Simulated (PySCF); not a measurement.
```json
{"atom": "K", "x (Å)": "0.0000", "y (Å)": "0.0000", "z (Å)": "-1.3133"}
{"atom": "Na", "x (Å)": "0.0000", "y (Å)": "0.0000", "z (Å)": "2.2257"}
```

Level of theory: PySCF 2.14.0, PBE0/x2c-TZVPall, spin-free X2C-1e, Gaussian nucleus, at a bond length of 3.539 Å.

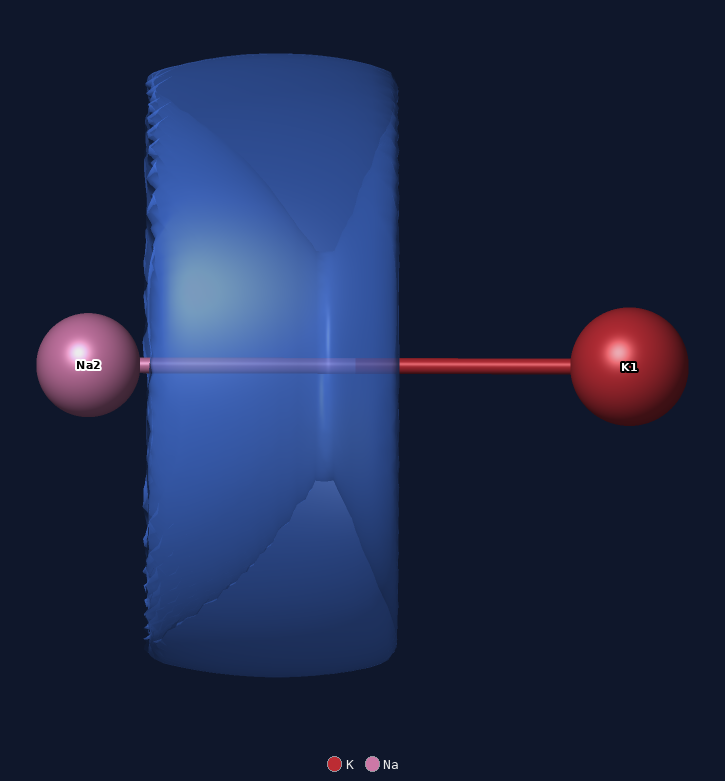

KNa. Isosurface of the electron localisation function at 0.8 (blue), seen from one side. Only the valence region is drawn (cores and ρ < 0.01 e/Å³ removed).

Describe the localisation domains.

The surface consists of one lobe of the valence shell of Na pointing towards K (polar bonds). Along the contacts the grid gives the following. K–Na (3.54 Å): the ELF is about 0.35 at the midpoint.
